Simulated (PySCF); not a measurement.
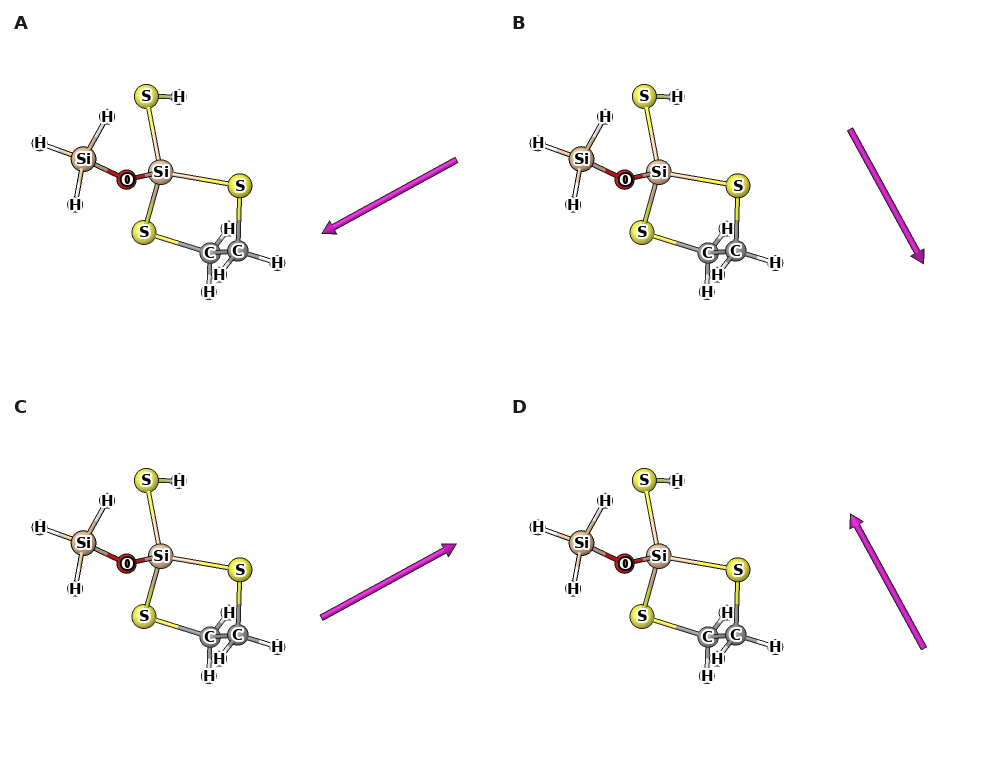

The same molecule four times, each with an arrow. The geometry was computed by an optimisation with GFN2-xTB. No frequency run is at hand to confirm it as a minimum. Method: PBE0/pcSseg-1, gas phase (PySCF 2.14.0).

> Which arrow points along the dipole moment, from the negative to the positive end?

B. The dipole moment is 1.47 D.

The geometry is semi-empirical. Around Si such bond lengths and angles can be off by a tenth of an ångström or more and by several degrees, and values that hang on the shape move with them.
